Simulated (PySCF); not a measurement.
C₄H₆F₂O₂: excited-state calculation

- system: C₄H₆F₂O₂
- method: TDDFT PBE0/def2-SVPD, vertical, gas phase, core orbitals frozen in the response (PySCF 2.14.0)

The geometry comes from this level: GFN2-xTB.

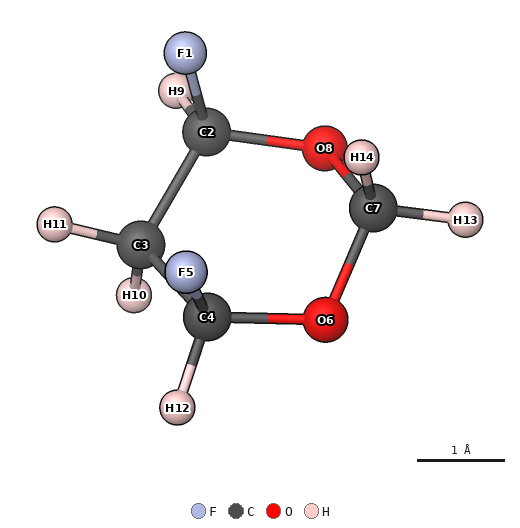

Fig. 1: The structure (ball-and-stick view, seen at a tilt; atoms are numbered from 1 in the order of the input). Bond lengths as drawn: C–C 1.53 Å, C–F 1.38 Å, C–H 1.09 to 1.10 Å and C–O 1.38 to 1.41 Å.

Summary:

```json
{"quantity": "outcome", "value": "converged"}
{"quantity": "total energy", "value": "−505.293916 hartree"}
{"quantity": "HOMO", "value": "−8.61 eV"}
{"quantity": "LUMO", "value": "0.44 eV"}
{"quantity": "dipole moment", "value": "2.15 D"}
{"quantity": "mean polarisability", "value": "54.67 a.u."}
{"quantity": "lowest singlet excitation", "value": "7.86 eV"}
{"quantity": "hardware", "value": "1 CPU thread, shared host"}
{"quantity": "wall time", "value": "29 s"}
{"quantity": "peak memory", "value": "0.89 GiB"}
```

Input file:
```
{"job": {"kind": "uv", "xc": "PBE0", "basis": "def2-SVPD", "nstates": 6, "ntriplets": 2}, "charge": 0, "multiplicity": 1}
F      0.276383    -1.563266     1.275648
C      0.394874    -1.243268    -0.062317
C      1.203998     0.050799    -0.198225
C      0.314503     1.263783     0.094295
F      0.181450     1.406771     1.461243
O     -0.934369     1.168055    -0.485245
C     -1.580381    -0.040235    -0.169902
O     -0.859489    -1.155755    -0.631126
H      0.901574    -2.095145    -0.533904
H      1.574133     0.126411    -1.219644
H      2.038722     0.033902     0.501319
H      0.763331     2.198491    -0.266070
H     -2.530432    -0.037331    -0.704811
H     -1.744974    -0.113683     0.916574
```

The first line tells a small driver script what to run in PySCF; the rest is the geometry in Å.

Command:
```bash
OMP_NUM_THREADS=1 python <driver script> task.json out
```

Log:
```
coarse grid: 12408 points
cycle   1  E = -505.0674613065  dE =  1.266e+00  |g| = 9.022e-01  |ddm| = 5.187e+00
cycle   2  E = -504.9390257544  dE =  1.284e-01  |g| = 1.265e+00  |ddm| = 2.405e+00
cycle   3  E = -505.2106905023  dE = -2.717e-01  |g| = 7.360e-02  |ddm| = 1.473e+00
cycle   4  E = -505.2115772895  dE = -8.868e-04  |g| = 3.206e-02  |ddm| = 1.225e-01
cycle   5  E = -505.2118117750  dE = -2.345e-04  |g| = 5.587e-03  |ddm| = 4.837e-02
cycle   6  E = -505.2118166595  dE = -4.884e-06  |g| = 2.718e-03  |ddm| = 1.031e-02
final grid: 122688 points
cycle   7  E = -505.2938894338  dE = -4.630e-05  |g| = 1.198e-02  |ddm| = 1.234e-01
cycle   8  E = -505.2938646474  dE =  2.479e-05  |g| = 1.707e-02  |ddm| = 3.143e-02
cycle   9  E = -505.2939157841  dE = -5.114e-05  |g| = 7.011e-04  |ddm| = 1.758e-02
cycle  10  E = -505.2939158806  dE = -9.644e-08  |g| = 2.506e-04  |ddm| = 1.259e-03
cycle  11  E = -505.2939158925  dE = -1.194e-08  |g| = 5.981e-05  |ddm| = 3.889e-04
cycle  12  E = -505.2939158930  dE = -4.944e-10  |g| = 3.307e-05  |ddm| = 1.219e-04
cycle  13  E = -505.2939158932  dE = -2.018e-10  |g| = 4.045e-06  |ddm| = 3.772e-05
```

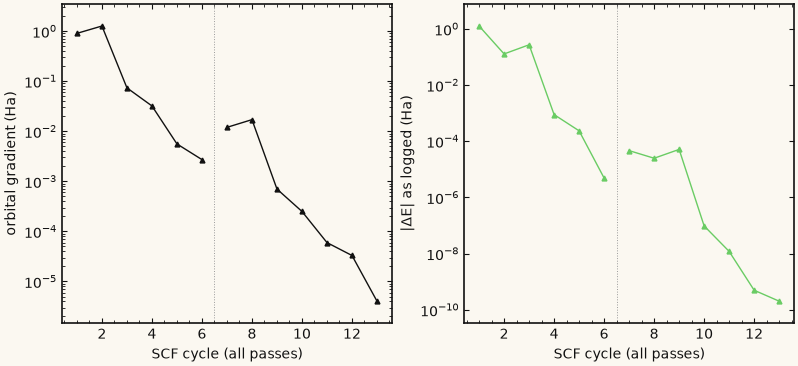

Fig. 2: Convergence of the self-consistent field: orbital gradient and size of the energy change against the SCF cycle. The dotted line marks the change from a coarse to the final integration grid. The first 6 cycles use a coarse grid, the final grid takes over at cycle 7, and the field converges after 13 cycles in all.

```
converged SCF energy = -505.2939158932

Static polarisability (au): isotropic 54.669, principal 50.396 55.714 57.897

Singlet excitations
state   eV       nm        f      main configurations
  1   7.8588    157.8   0.00113   H->L 0.98
  2   8.2555    150.2   0.00508   H-1->L 0.96
  3   8.8061    140.8   0.01683   H->L+1 0.94
  4   8.8779    139.7   0.01679   H->L+2 0.94
  5   9.1186    136.0   0.00543   H-2->L 0.53, H-1->L+1 0.33, H->L+3 0.09
  6   9.1426    135.6   0.01042   H-1->L+2 0.87, H->L+4 0.08

Triplet excitations (Tamm-Dancoff, eV): 7.6891 8.1568
```

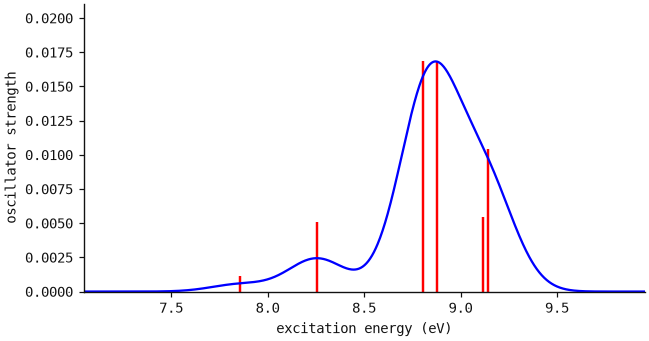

Fig. 3: Computed excitations as sticks (degenerate states added up, dark ones marked on the axis), with a Gaussian envelope of 0.35 eV full width at half maximum, scaled to the tallest. Of the 6 states the lowest lies at 7.86 eV (f = 0.001); the strongest line is at 8.81 eV, or 141 nm (f = 0.017).

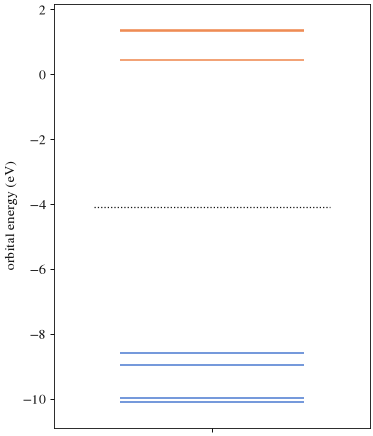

Fig. 4: Orbital energies near the frontier; the dotted line parts filled from empty levels, and levels within 0.02 eV of each other stand side by side. Highest filled −8.61 eV, lowest empty 0.44 eV, 9.05 eV apart.
